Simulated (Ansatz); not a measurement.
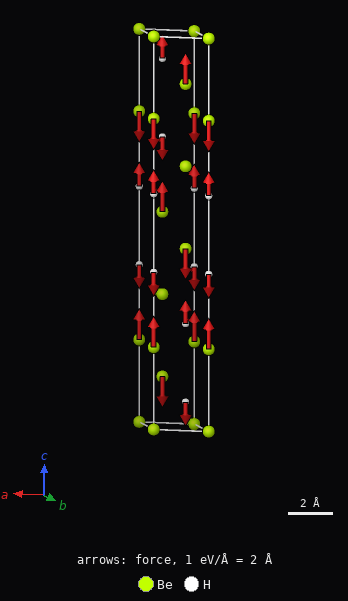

Starting geometry of a crystal of Be$_{3}$H$_{2}$ (built on the tetradymite_166 type) (coarse preliminary run) with the computed forces as red arrows. Style: ball-and-stick. Shown: the conventional cell (3 times the calculation's cell), from a free direction. Lengths and directions refer to the drawn axes.

Case: tetradymite type (R-3m, No. 166).

Computed with Ansatz 0.2.0, DFT PBE, scalar-relativistic, plane waves, PAW. Settings: plane-wave cutoff 420 eV; k-point mesh 6 × 6 × 6; occupations gaussian; smearing width 0.1 eV; no spin polarisation; cell and atoms relaxed; force threshold 0.04 eV/Å; at most 70 steps.

Q: Is this structure relaxed? If not, where do the atoms go?

A: It isn't relaxed: the largest force vector, on Be atoms, is 0.73 eV/Å. The final displacements follow the starting forces only in part (cosine between the two patterns 0.76). The energy falls by 0.371 eV per cell of the calculation in 5 accepted moves (6 points after the start). The largest force component goes from 0.73 to 0.0022 eV/Å. The pressure goes from −9.02 to −0.05 GPa. At 1 point the geometry stayed and the basis and grid were re-selected for the new cell (energy shift of 2.1 meV per cell of the calculation at most each time). The largest moves relative to the cell, 0.26 Å, are those of H atoms. By element the largest moves are H 0.26 Å, Be 0.05 Å. The drawn cell changes as follows: a = b 2.603 → 2.489 Å (−4.4 %), c 18.096 → 17.647 Å (−2.5 %); the volume changes by −10.8 %. Near-neighbour distances that change, for instance: Be–H 1.927 → 1.703 Å. The space group stays R-3m (No. 166). The run took 3.4 s on 1 thread of Intel(R) Xeon(R) 6975P-C (Granite Rapids), on a shared host, peak memory 0.34 GiB.
